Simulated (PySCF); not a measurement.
# MoO$_{2}$OH: frequency calculation

The run: frequency calculation of MoO$_{2}$OH, multiplicity 2. Method and program: UKS-based PBE0, Mo def2-TZVP with ECP28, O def2-TZVP, H def2-TZVP; non-relativistic Hamiltonian with a scalar-relativistic core potential; density fitting (PySCF 2.14.0).

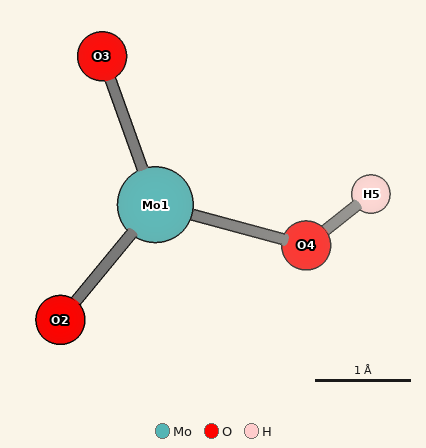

Fig. 1: The structure as given in the input (ball-and-stick view, seen at an oblique angle; atoms are numbered from 1 in the order of the input). Sticks mark near contacts. Bond lengths as drawn: H–O 0.96 Å and Mo–O 1.68 to 1.88 Å.

## Input
```python
from pyscf import gto, scf, dft
mol = gto.M(atom='''
Mo     0.009275     0.020873     0.000000
O      1.692187     0.067958     0.000000
O     -0.723472     1.537483     0.000000
O     -0.903731    -1.620170     0.000000
H     -1.837275    -1.842380     0.000000''',
    basis={'Mo': 'def2-TZVP', 'O': 'def2-TZVP', 'H': 'def2-TZVP'},
    ecp={'Mo': 'def2-TZVP'},
    charge=0, spin=1)
mf = dft.UKS(mol, xc='PBE0')
mf.grids.atom_grid = (75, 302)
aux = {'Mo': 'def2-universal-JKFIT', 'O': 'def2-universal-JKFIT', 'H': 'def2-universal-JKFIT'}
mf = mf.density_fit(auxbasis=aux)
mf.conv_tol = 1e-09
mf.diis_space = 10
mf.max_cycle = 60
mf.verbose = 4
mf.kernel()
```

The script is an equivalent of the set-up of the self-consistent field. The run itself was carried out by a driver, which started from the orbitals of the step before it where there was one and computed the further properties.

Machine: 4 threads of Arm Neoverse N1, 24 GiB of memory available, shared host.

Run as:
```bash
OMP_NUM_THREADS=4 python axn.py task.json out
```

## What the program printed
```
init E= -294.421164397472
  alpha nocc = 20  HOMO = -0.27063859258384  LUMO = -0.0997378711859156
  beta  nocc = 19  HOMO = -0.337533642312583  LUMO = -0.127959890968398
  HOMO = -0.270638592584  LUMO = -0.127959890968  gap/eV = 3.88249
cycle= 1 E= -294.421164396884  delta_E= 5.87e-10  |g|= 4.15e-05  |ddm|= 2.53e-05
  alpha nocc = 20  HOMO = -0.270639207151088  LUMO = -0.0997408642068613
  beta  nocc = 19  HOMO = -0.337527569060758  LUMO = -0.127961524660794
  HOMO = -0.270639207151  LUMO = -0.127961524661  gap/eV = 3.88246
cycle= 2 E= -294.421164390703  delta_E= 6.18e-09  |g|= 0.000134  |ddm|= 8.13e-05
  alpha nocc = 20  HOMO = -0.270637901251821  LUMO = -0.0997378568515472
  beta  nocc = 19  HOMO = -0.337531602104272  LUMO = -0.127959479065616
  HOMO = -0.270637901252  LUMO = -0.127959479066  gap/eV = 3.88248
cycle= 3 E= -294.421164397523  delta_E= -6.82e-09  |g|= 6.65e-06  |ddm|= 6.26e-05
  alpha nocc = 20  HOMO = -0.270638377967678  LUMO = -0.099738264736807
  beta  nocc = 19  HOMO = -0.337531792665714  LUMO = -0.127959967185873
  HOMO = -0.270638377968  LUMO = -0.127959967186  gap/eV = 3.88248
cycle= 4 E= -294.421164397538  delta_E= -1.52e-11  |g|= 9.59e-07  |ddm|= 3.41e-06
  alpha nocc = 20  HOMO = -0.270638385058373  LUMO = -0.0997382716365358
  beta  nocc = 19  HOMO = -0.337532116915341  LUMO = -0.127959948849185
  HOMO = -0.270638385058  LUMO = -0.127959948849  gap/eV = 3.88248
Extra cycle  E= -294.421164397536  delta_E= 2.16e-12  |g|= 2.92e-06  |ddm|= 1.72e-06
converged SCF energy = -294.421164397536  <S^2> = 0.76050171  2S+1 = 2.0104743
```

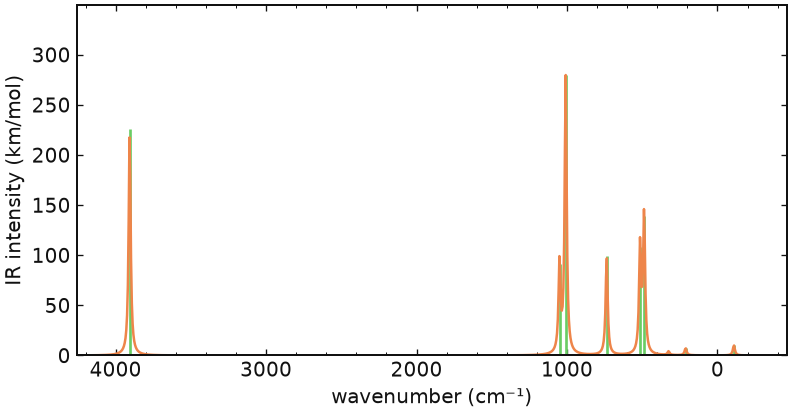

Fig. 2: Harmonic infrared spectrum, unscaled: sticks (degenerate modes added up, dark ones marked on the axis) with a Lorentzian envelope of 16 cm⁻¹ full width, scaled to the tallest stick; imaginary modes are drawn at negative wavenumbers. 9 modes from 109i to 3907 cm⁻¹, 1 imaginary beyond 8i (109i cm⁻¹): a first-order saddle point, if the geometry is stationary. The strongest line is at 1009 cm⁻¹ (280 km/mol). All modes, in cm⁻¹ (km/mol): 109i (10.3), 212 (7.2), 325 (3.8), 488 (139), 514 (108), 736 (99), 1009 (280), 1050 (91), 3907 (226).

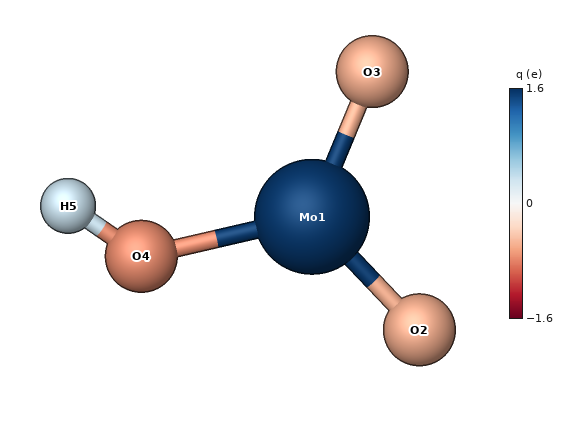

Fig. 3: Mulliken charges, as the colour of each atom (ball-and-stick view, seen on its broad side; atoms are numbered from 1 in the order of the input; Mulliken charges depend strongly on the basis). By element: Mo +1.53, O −0.74 to −0.57 and H +0.35 e.

## Summary

| quantity | value |
| --- | --- |
| outcome | converged |
| total energy | −294.421164 hartree |
| ⟨S²⟩ | 0.761 |
| zero-point energy | 0.018772 hartree |
| dipole moment | 3.59 D |
| wavenumbers, lowest and highest | 109i and 3907 cm⁻¹ |
| wall time | 3.4 min (CPU time 11 min) |
| peak memory | 1.6 GiB |
